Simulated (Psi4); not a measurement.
Reaction (SMILES): P#N (N-P) + 3 [H][H] (H2) → N (NH3) + P (PH3)
B3LYP-D3(BJ)/def2-TZVP geometries, fixed; electronic energies without zero-point terms.

Basis-set convergence of the energy of full hydrogenation at MP2 with Psi4. Cartesian d functions, on some or all atoms, in 6-31G*; all else is spherical. Density fitting with the program's default auxiliary sets. Cores are frozen. Psi4's default fitting sets serve the pcseg sets less well. No added dispersion term, no relativity. Functions are those of the species that has most. Reference: Hartree-Fock in aug-cc-pV(Q+d)Z plus the correlation part extrapolated as X^-3 from aug-cc-pV(T+d)Z and aug-cc-pV(Q+d)Z, -59.54 kcal/mol, itself unsure by roughly 0.21 kcal/mol (a third of the extrapolation step and of the last Hartree-Fock step). Deviations are taken from unrounded values.

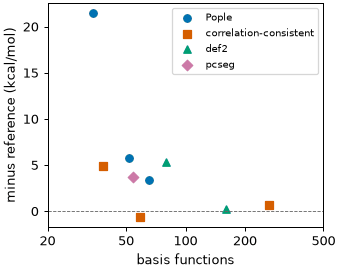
Figure: Deviation from the reference against the number of basis functions, by family of sets.

```json
[
 {"basis": "6-31G*", "functions": "34", "energy of full hydrogenation (kcal/mol)": "-38.09", "minus reference (kcal/mol)": "21.44"},
 {"basis": "cc-pV(D+d)Z", "functions": "38", "energy of full hydrogenation (kcal/mol)": "-54.61", "minus reference (kcal/mol)": "4.92"},
 {"basis": "6-311+G**", "functions": "52", "energy of full hydrogenation (kcal/mol)": "-53.77", "minus reference (kcal/mol)": "5.77"},
 {"basis": "aug-pcseg-1", "functions": "54", "energy of full hydrogenation (kcal/mol)": "-55.83", "minus reference (kcal/mol)": "3.70"},
 {"basis": "aug-cc-pV(D+d)Z", "functions": "59", "energy of full hydrogenation (kcal/mol)": "-60.14", "minus reference (kcal/mol)": "-0.61"},
 {"basis": "6-311++G(2d,2p)", "functions": "65", "energy of full hydrogenation (kcal/mol)": "-56.13", "minus reference (kcal/mol)": "3.41"},
 {"basis": "def2-TZVPD", "functions": "80", "energy of full hydrogenation (kcal/mol)": "-54.20", "minus reference (kcal/mol)": "5.33"},
 {"basis": "def2-QZVPP", "functions": "160", "energy of full hydrogenation (kcal/mol)": "-59.32", "minus reference (kcal/mol)": "0.21"},
 {"basis": "cc-pV(5+d)Z", "functions": "265", "energy of full hydrogenation (kcal/mol)": "-58.87", "minus reference (kcal/mol)": "0.67"}
]
```
